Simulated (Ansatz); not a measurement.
# The perfect W wire along [100], 13 atoms a period, part 2 of 2

Aim: is the W wire along [100], 13 atoms a period a metal or a semiconductor?

Ansatz 0.2.0; DFT PBE, plane waves, PAW; relaxation of a wire's period; PAW set soft_1 (the session's first sound run).

So far: Set-up; Relaxation of atoms and period.

## 2. Relaxation of atoms and period (continued)

The steps of the relaxation:

```
step  energy less that of the first step (eV)  largest force component (eV/Å)  pressure (GPa)  volume (Å³)
   1                                   0.0000                          2.7062           -9.62       547.33
   2                                  -3.0060                          0.7525           -1.93       531.71
   3                                  -3.7968                          0.4018            1.48       533.65
   4                                  -3.8858                          0.0627            0.13       543.26
   5                                  -3.8968                          0.1031           -0.09       547.56
   6                                  -3.9025                          0.0255           -0.02       553.46
   7                                  -3.9037                          0.0102            0.02       551.98
  8*                                  -3.9047                          0.0102            0.03       551.98
```

Relaxation steps marked * repeat the geometry before them on a plane-wave basis chosen anew for their cell, so energy and pressure can jump there.

Forces are held to the 16 operations that the run works with; a distortion that breaks them can't arise in this run.

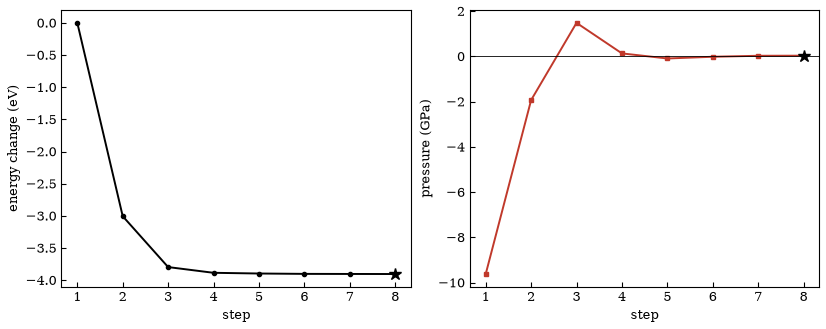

Energy and pressure along the relaxation. Stars mark steps on a basis chosen anew.

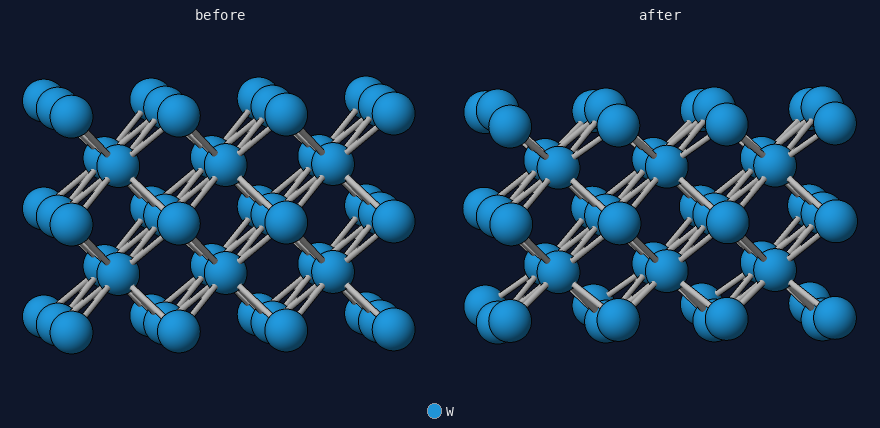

The structure before and after the relaxation, drawn at the same scale.

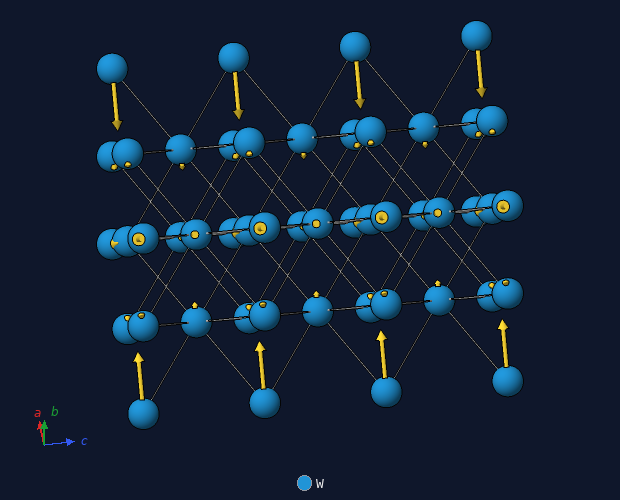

Displacements in the relaxation, exaggerated, measured against the changing cell; the longest in the cell stands for 0.45 Å. 1×1×3 cells are drawn. Some periodic images of atoms are drawn too.

```csv
cell as run,before,after,change
c (Å),3.170,3.197,+0.8 %
```

The atoms that moved most (Å, along periodic axes as changes of fractional coordinates times the final cell, across vacuum about the mean position):

| atom | dx | dy | dz | length |
| --- | --- | --- | --- | --- |
| W1 | 0.315 | 0.315 | 0.000 | 0.446 |
| W3 | 0.315 | -0.315 | 0.000 | 0.446 |
| W7 | -0.315 | 0.315 | 0.000 | 0.446 |
| W9 | -0.315 | -0.315 | 0.000 | 0.446 |
| W10 | 0.051 | 0.051 | 0.000 | 0.072 |
| W11 | 0.051 | -0.051 | 0.000 | 0.072 |
| W12 | -0.051 | 0.051 | 0.000 | 0.072 |
| W13 | -0.051 | -0.051 | 0.000 | 0.072 |

Numbers from this step:

- energy at zero smearing: -134992.4147 eV
- cell length along the wire: 3.197 Å

The cell's length comes to 3.197 Å with spin left out.

## 3. The perfect wire

This step: DFT PBE, plane waves, PAW; bands of a perfect wire; PAW set soft_1 (Ansatz 0.2.0).

At the relaxed period the bands are computed along the axis; those that cross an energy going forward count the channels that a perfect wire would open there.

input.yaml reads:

```yaml
crystal:
  lattice:
    - [13.14, 0.0, 0.0]
    - [0.0, 13.14, 0.0]
    - [0.0, 0.0, 3.1969229231]
  atoms:
    - { symbol: W, position: [0.282736552, 0.282736552, 0.0] }
    - { symbol: W, position: [0.263062821, 0.5, 0.0] }
    - { symbol: W, position: [0.282736552, 0.717263448, 0.0] }
    - { symbol: W, position: [0.5, 0.263062821, 0.0] }
    - { symbol: W, position: [0.5, 0.5, 0.0] }
    - { symbol: W, position: [0.5, 0.736937179, 0.0] }
    - { symbol: W, position: [0.717263448, 0.282736552, 0.0] }
    - { symbol: W, position: [0.736937179, 0.5, 0.0] }
    - { symbol: W, position: [0.717263448, 0.717263448, 0.0] }
    - { symbol: W, position: [0.38325737, 0.38325737, 0.5] }
    - { symbol: W, position: [0.38325737, 0.61674263, 0.5] }
    - { symbol: W, position: [0.61674263, 0.38325737, 0.5] }
    - { symbol: W, position: [0.61674263, 0.61674263, 0.5] }
kpoints:
  mp_grid: { grid: [1, 1, 26] }
  band_path: { path: ["Γ", Z], npoints: 90 }
scf:
  occupations: { method: fermi_dirac, width: 0.05 }
hamiltonian:
  xc: pbe
  pseudopotentials: { kind: paw, azcp: { folder: soft_1 } }
output:
  dos: { e_range: [-5, 4] }
  write_potential: true
  write_density: true
  volumetric_format: npy
```

Started as:

```
ansatz run input.yaml --threads 4 --pin off --max-ram 16384MiB --backend cpu --events-out ev --progress --plain --runs-dir out
```

Numbers of over 12 decimals in the logs are rounded to 6 here.

What it wrote:

```text
[...]
Crystal: 13 atoms, lattice volume = 551.979 Å³
Basis set: ecut = 420 eV, 10835 PW (Γ)
Bands: 110, of which v1, the nominal top of the filled ones, is band 91 counted from 1 (90 counted from 0)
Symmetry: 16 space group operations
[...]
k-points: 14 of 26
[...]
SCF iter   1: F=—  HF=-135006.855223 eV  |F-HF|=—  |Δ(HF+E_count)|=         —  Δρ=5.64e-2  dr2=1.25e2  ethr=3.10e-3  ⟨swp⟩=9.1  Hψ=7206  notcnv=0  defer=1
[...]
SCF iter  11: F=-134992.481805 eV  HF=-134992.481805 eV  |F-HF|=8.73e-11  |Δ(HF+E_count)|=   1.65e-7  Δρ=1.93e-6  dr2=2.93e-8  ethr=5.49e-11  ⟨swp⟩=14.9  Hψ=5628  notcnv=0
SCF 1 converged in 11 iterations: F = -134992.481805 eV  dr2 = 2.93e-8
[...]
NSCF: frozen V_eff on 91 k-points
WARN: The output density's exchange-correlation potential varies sharply where the density is thin. Do not read a vacuum level from v_tot or v_xc, or from such a field of the output density. On a cell that repeats whose density bears no net charge and no dipole along the vacuum's axis use v_es (v_loc + v_h of the components); under efield.dipole_correction with no amplitude use v_es + v_field, which holds any externa [...]
SCF converged after 11 iterations
Free energy (F): -134992.481805 eV
[...]
Internal energy: -134992.347509 eV  (E = F + TS)
E sigma→0 (E₀):  -134992.414657 eV
Entropy (-TS):   -0.134296 eV (-10.330 meV/atom)
Fermi energy:    6.016552 eV
[...]
--- Band table (eV; the first three rows and the last of 14) ---
  k-point 0: bands = [... 87 lower, 5.8492, 5.8513, 5.8513, 5.8663, 5.9285, 5.9285, 6.1480, 6.1480, ... 15 higher]
  k-point 1: bands = [... 87 lower, 5.6526, 5.6526, 5.8389, 5.8980, 5.9802, 5.9802, 6.1332, 6.3094, ... 15 higher]
  k-point 2: bands = [... 87 lower, 5.4085, 5.6047, 5.8051, 6.0027, 6.0382, 6.0393, 6.0393, 6.3668, ... 15 higher]
  k-point 13: bands = [... 87 lower, 5.7608, 5.9292, 5.9292, 6.6265, 6.6331, 6.6495, 6.8282, 7.3015, ... 15 higher]
```

Elapsed: 95 s, on 4 threads of Arm Neoverse V1, shared host; peak memory 3 GiB; 6.2 min of CPU time.

The column dr2 measures how far the density is from self-consistency, as an energy; F and HF (Harris–Foulkes) agree once it is small.

Numbers from this step:

```yaml
band_gap: 0 eV
```

Electronic bands along the path, in eV, zero at the Fermi level; # counts the bands kept:

```
point    #36    #37    #38    #39    #40    #41   #42   #43
    Γ  -0.17  -0.17  -0.17  -0.15  -0.09  -0.09  0.13  0.13
    Z  -0.26  -0.09  -0.09   0.61   0.62   0.63  0.81  1.28
```

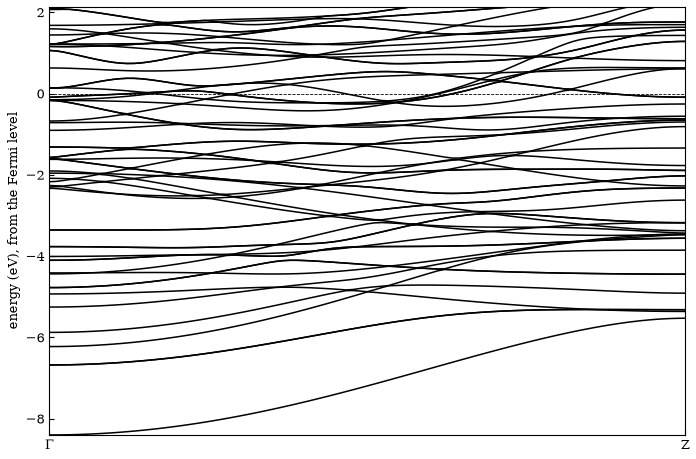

Electronic bands along the path.

Between Γ and Z the bands cross the Fermi level 15 times, so a perfect wire would conduct at least 15 G₀, with spin left out.

## 4. Summary of results

| Quantity | Value |
| --- | --- |
| cell length, PBE | 3.197 Å |
| ballistic conductance by band crossings, a lower bound, PBE | 15 G₀ |

Under PBE the cell's length is 3.20 Å, and the bands cross the Fermi level 15 times between Γ and Z, which gives a perfect wire at least 15 G₀ (opposite crossings within one step of the path cancel in such a count). No spin was allowed, though thin wires with open d shells can turn magnetic. Spin-orbit coupling is left out, which matters for the bands of heavy atoms.

[Logs are printed without paths, hosts, clocks, repeated set-up lines and the standing remarks that a program may print on its own settings, such as how far it seeks lower states.]

[Hosts, paths, dates, database ids (printed as entryN), source tags and the programs' standing remarks are cut or masked in the printed files.]
